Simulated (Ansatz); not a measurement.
**USVWN5/STO-3G run of SiNH4 (SMILES [NH][SiH3])**

Aim: the energy change on altering one bond length of SiNH4 at USVWN5/STO-3G, from 2 runs. 

The calculation is run with Ansatz 0.2.0.

46 further runs of the same task are left out: 46 set aside as unsound or not needed.

### Step 1. Starting point

SiNH4: 6 atoms, total charge 0, spin state doublet. SMILES: `[NH][SiH3]`. Geometry: relaxed at PBE0-D4/def2-TZVP.

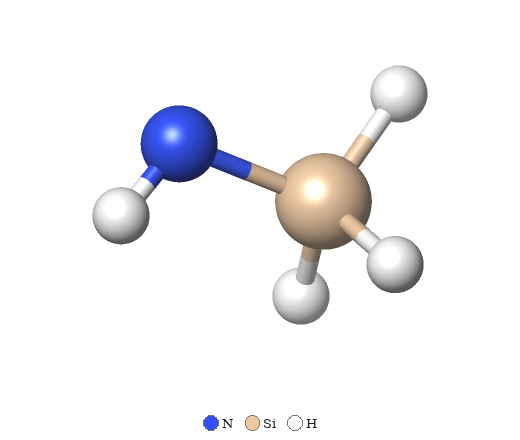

Viewed from a chosen angle; nitrogen blue, silicon light orange, hydrogen white.

### Step 2. A single-point energy at USVWN5/STO-3G

Input file in.yaml:

```yaml
crystal:
  periodic: [false, false, false]
  atoms:
    - {symbol: N, position_ang: [0.592100, -0.835200, 0.909500]}
    - {symbol: Si, position_ang: [-0.203700, 0.347600, -0.110000]}
    - {symbol: H, position_ang: [0.922800, -1.640700, 0.372700]}
    - {symbol: H, position_ang: [-1.310600, -0.282300, -0.885500]}
    - {symbol: H, position_ang: [0.789500, 0.911800, -1.068900]}
    - {symbol: H, position_ang: [-0.748100, 1.434800, 0.736200]}
basis:
  gaussian:
    orbitals: STO-3G
magnetization:
  spin_polarized: true
  initial_magnetization: 1
hamiltonian:
  xc: {name: SVWN5}
accuracy: high
```

Launch:

```
$ ansatz run in.yaml --threads 1 --pin off --max-ram 2610MiB --events-out events.jsonl --progress --plain --runs-dir runs
```

Output:

```text
Warning: RAYON_NUM_THREADS=1 ignored (pool sized by the plan → 1); use --threads N
Functional definition: SVWN5
  name "SVWN5"
  exchange = slater_x
  correlation = vwn5_c
314 factors; integrals over basis functions are off by at most 1.1e-8 eV
mean field evaluation 1: about -9271.4217 eV, gradient 1.6e1 eV
mean field evaluation 2: about -9270.0649 eV, gradient 2.2e1 eV
mean field evaluation 4: about -9273.2691 eV, gradient 8.6e-1 eV
mean field evaluation 8: about -9273.2155 eV, gradient 5.5e-3 eV
mean field evaluation 16: about -9273.2155 eV, gradient 2.6e-7 eV
mean field -9273.21549677 eV, -340.7843838950 hartree, gradient 4.9e-8 eV, S^2 0.752235; 0 other end points of the search recorded, 0 dependent functions left out
reference -9273.21549855 eV, -340.7843839606 hartree; 13, 12 occupied and 5, 6 virtual orbitals, 314 factors
Total energy: -9273.21549855 eV, -340.7843839606 hartree
```

Run time: 1.2 s. Hardware: 1 thread of Arm Neoverse V1, shared host; peak memory 0.11 GiB.

### Step 3. The distorted shape at the same level

Input file run.yaml:

```yaml
crystal:
  periodic: [false, false, false]
  atoms:
    - {symbol: "N", position_ang: [0.791059, -1.130913, 1.164386]}
    - {symbol: Si, position_ang: [-0.203700, 0.347600, -0.110000]}
    - {symbol: H, position_ang: [1.121759, -1.936413, 0.627586]}
    - {symbol: H, position_ang: [-1.310600, -0.282300, -0.885500]}
    - {symbol: H, position_ang: [0.789500, 0.911800, -1.068900]}
    - {symbol: H, position_ang: [-0.748100, 1.434800, 0.736200]}
basis:
  gaussian:
    orbitals: STO-3G
total_charge: 0
magnetization:
  spin_polarized: true
  initial_magnetization: 1
hamiltonian:
  xc: {name: SVWN5}
accuracy: high
```

Launch:

```
$ ansatz run run.yaml --threads 1 --pin off --max-ram 2610MiB --events-out events.jsonl --progress --plain --runs-dir runs
```

Output:

```text
Warning: RAYON_NUM_THREADS=1 ignored (pool sized by the plan → 1); use --threads N
[... 4 set-up lines as earlier in the session ...]
308 factors; integrals over basis functions are off by at most 1.1e-8 eV
mean field evaluation 1: about -9269.8695 eV, gradient 1.7e1 eV
mean field evaluation 2: about -9262.2146 eV, gradient 3.2e1 eV
mean field evaluation 4: about -9272.2272 eV, gradient 9.9e-1 eV
mean field evaluation 8: about -9272.1578 eV, gradient 1.9e-2 eV
mean field evaluation 16: about -9272.1578 eV, gradient 5.1e-7 eV
mean field -9272.15782013 eV, -340.7455149956 hartree, gradient 1.0e-8 eV, S^2 0.758839; 0 other end points of the search recorded, 0 dependent functions left out
reference -9272.15782199 eV, -340.7455150638 hartree; 13, 12 occupied and 5, 6 virtual orbitals, 308 factors
Total energy: -9272.15782199 eV, -340.7455150638 hartree
```

It took 1.1 s on 1 thread of Arm Neoverse V1, shared host; peak memory 0.11 GiB.

### Step 4. Summary of results

At USVWN5/STO-3G:

```
                                                          quantity          value
                                         first shape: total energy  -340.78438 Eh
                                                 first shape: ⟨S²⟩          0.752
                                     distorted shape: total energy  -340.74552 Eh
                                             distorted shape: ⟨S²⟩          0.759
energy change with the N1–Si2 bond stretched from 1.753 to 2.191 Å       1.058 eV
```

What this shows: With the N1–Si2 bond stretched from 1.753 to 2.191 Å the energy rises by 1.06 eV (102 kJ/mol). The first shape isn't relaxed at this level, so the change isn't measured from a minimum. The minimal basis adds a large error of its own.
